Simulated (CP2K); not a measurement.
# GaH5Se (SMILES [GaH3-][SeH2+]): GFN1-xTB

What is the energy change on altering one bond length of GaH5Se at GFN1-xTB? 

Program for the calculation: CP2K 2026.2.

5 further runs of the same task are left out: 3 that didn't finish, 2 set aside as unsound or not needed.

## Step 1: Starting point

The species is GaH5Se (7 atoms), meant as a singlet with charge 0. As SMILES, `[GaH3-][SeH2+]`. The shape is that of a PBE0-D4/def2-TZVP optimisation.

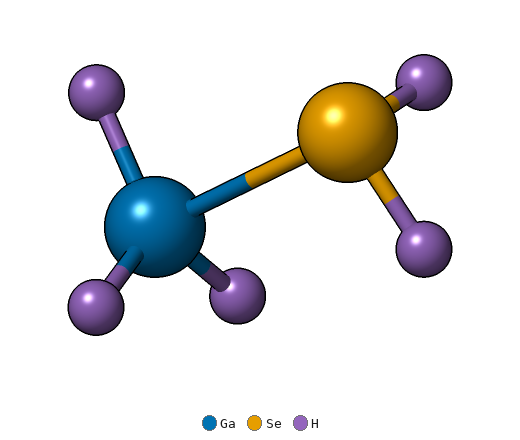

The structure, seen from a chosen angle (gallium blue, selenium amber, hydrogen purple).

## Step 2: The energy at GFN1-xTB

The input, job.inp:

```
&GLOBAL
    PROJECT job
    RUN_TYPE ENERGY
    PRINT_LEVEL MEDIUM
&END GLOBAL
&FORCE_EVAL
    METHOD QUICKSTEP
    &DFT
        ! Quickstep
        &QS
            METHOD XTB
            EPS_DEFAULT 1.0E-10
            &XTB
                GFN_TYPE TBLITE
                &TBLITE
                    METHOD GFN1
                &END TBLITE
                CHECK_ATOMIC_CHARGES F
            &END XTB
        &END QS
        ! isolated system
        &POISSON
            PERIODIC NONE
            POISSON_SOLVER ANALYTIC
        &END POISSON
        ! SCF settings
        &SCF
            SCF_GUESS ATOMIC
            EPS_SCF 1.0E-06
            MAX_SCF 150
            ADDED_MOS 8
            &DIAGONALIZATION
                ALGORITHM STANDARD
            &END DIAGONALIZATION
            &MIXING
                METHOD DIRECT_P_MIXING
                ALPHA 0.4
            &END MIXING
            &SMEAR ON
                METHOD FERMI_DIRAC
                ELECTRONIC_TEMPERATURE [K] 300
            &END SMEAR
        &END SCF
        &PRINT
            &MOMENTS
                PERIODIC F
                REFERENCE COM
                MAX_MOMENT 1
            &END MOMENTS
            &MO ON
                ENERGIES T
                OCCUPATION_NUMBERS T
                NDIGITS 6
                &EACH
                    QS_SCF 0
                &END EACH
                ADD_LAST NUMERIC
            &END MO
            &HIRSHFELD OFF
            &END HIRSHFELD
        &END PRINT
    &END DFT
    ! structure
    &SUBSYS
        ! box in angstrom
        &CELL
            ABC 12.2 12.1 11.1
            PERIODIC NONE
        &END CELL
        &COORD
            Ga    -0.804600    -0.664900    -0.554200
            Se     0.775800     0.591800     1.257700
            H     -0.367400    -2.113200    -0.115900
            H     -2.145600    -0.068500     0.017400
            H     -0.183400    -0.039700    -1.858700
            H      2.053400     0.356300     0.572900
            H      0.671800     1.938300     0.680800
        &END COORD
        &TOPOLOGY
            &CENTER_COORDINATES
            &END CENTER_COORDINATES
        &END TOPOLOGY
    &END SUBSYS
&END FORCE_EVAL
```

Command:

```
OMP_NUM_THREADS=1 cp2k.psmp -i job.inp -o job.out
```

Output, shortened:

```text
CP2K| version string:                                       CP2K version 2026.2
[...]
 GLOBAL| Method name                                                        CP2K
[...]
 GLOBAL| Run type                                                         ENERGY
[...]
                             - Atoms:                                          7
[...]
                             - Spherical basis functions:                     28
[...]
 Number of electrons:                                                         14
[...]
  *** SCF run converged in    10 steps ***
[...]
  Fermi energy:                                                -0.26089221651622
[...]
 TB_DIPOLE| Moment [Debye]          2.74061084       2.25677733       2.00379928
 TB_DIPOLE| Derivative [a.u.]       0.00000000       0.00000000       0.00000000
[...]
 ENERGY| Total FORCE_EVAL ( QS ) energy [hartree]             -7.385862632163115
[...]
```

Wall time 0.22 s (1 thread of Arm Neoverse V2, shared host).

## Step 3: The distorted shape at the same level

The input, gas.inp:

```
&GLOBAL
  PROJECT gas
  RUN_TYPE ENERGY
  PRINT_LEVEL MEDIUM
&END GLOBAL

&FORCE_EVAL
  METHOD QS
  &DFT
    &QS
      METHOD XTB
      EPS_DEFAULT 1.0E-10
      &XTB
        GFN_TYPE TBLITE
        &TBLITE
          METHOD GFN1
        &END TBLITE
        CHECK_ATOMIC_CHARGES F
      &END XTB
    &END QS
    &POISSON
      PERIODIC NONE
      POISSON_SOLVER ANALYTIC
    &END POISSON
    &SCF
      SCF_GUESS ATOMIC
      EPS_SCF 1.0E-06
      MAX_SCF 150
      ADDED_MOS 8
      &DIAGONALIZATION
        ALGORITHM STANDARD
      &END DIAGONALIZATION
      &MIXING
        METHOD DIRECT_P_MIXING
        ALPHA 0.4
      &END MIXING
      &SMEAR ON
        METHOD FERMI_DIRAC
        ELECTRONIC_TEMPERATURE [K] 300
      &END SMEAR
    &END SCF
    &PRINT
      &MOMENTS
        PERIODIC F
        REFERENCE COM
        MAX_MOMENT 1
      &END MOMENTS
      &MO ON
        ENERGIES T
        OCCUPATION_NUMBERS T
        NDIGITS 6
        &EACH
          QS_SCF 0
        &END EACH
        ADD_LAST NUMERIC
      &END MO
      &HIRSHFELD OFF
      &END HIRSHFELD
    &END PRINT
  &END DFT
  &SUBSYS
    &CELL
      ABC 12.5 12.1 11.1
      PERIODIC NONE
    &END CELL
    &COORD
      Ga    -0.536424    -0.784169    -0.668510
      Se     1.043976     0.472531     1.143390
      H     -0.099224    -2.232469    -0.230210
      H     -2.145600    -0.068500     0.017400
      H      0.084776    -0.158969    -1.973010
      H      2.321576     0.237031     0.458590
      H      0.939976     1.819031     0.566490
    &END COORD
    &TOPOLOGY
      &CENTER_COORDINATES
      &END CENTER_COORDINATES
    &END TOPOLOGY
  &END SUBSYS
&END FORCE_EVAL
```

Command:

```
OMP_NUM_THREADS=1 cp2k.psmp -i gas.inp -o gas.out
```

Output, shortened:

```text
CP2K| version string:                                       CP2K version 2026.2
[...]
 GLOBAL| Method name                                                        CP2K
[...]
 GLOBAL| Run type                                                         ENERGY
[...]
                             - Atoms:                                          7
[...]
                             - Spherical basis functions:                     28
[...]
 Number of electrons:                                                         14
[...]
  *** SCF run converged in    10 steps ***
[...]
  Fermi energy:                                                -0.26242545808908
[...]
 TB_DIPOLE| Moment [Debye]          3.26833146       2.03457046       1.78297027
 TB_DIPOLE| Derivative [a.u.]       0.00000000       0.00000000       0.00000000
[...]
 ENERGY| Total FORCE_EVAL ( QS ) energy [hartree]             -7.367918655603098
[...]
```

Wall time 0.22 s (1 thread of Arm Neoverse V2, shared host).

## Step 4: Summary of results

Level: GFN1-xTB.

```
                                                          quantity        value
                                         first shape: total energy  -7.38586 Eh
            first shape: dipole moment (from atomic charges alone)       4.08 D
                                          first shape: HOMO energy    -11.75 eV
                                          first shape: LUMO energy     -6.19 eV
                                        first shape: HOMO–LUMO gap      5.56 eV
                                     distorted shape: total energy  -7.36792 Eh
        distorted shape: dipole moment (from atomic charges alone)       4.24 D
                                      distorted shape: HOMO energy    -11.45 eV
                                      distorted shape: LUMO energy     -6.23 eV
                                    distorted shape: HOMO–LUMO gap      5.22 eV
energy change with the Ga1–H4 bond stretched from 1.575 to 1.890 Å     0.488 eV
```

What this shows: With the Ga1–H4 bond stretched from 1.575 to 1.890 Å the energy rises by 0.49 eV (47.1 kJ/mol). The first shape isn't relaxed at this level, so the change isn't measured from a minimum. The dipole (first shape) comes from point charges on the atoms alone, without atomic dipoles, so it is partial. The dipole (distorted shape) comes from point charges on the atoms alone, without atomic dipoles, so it is partial.
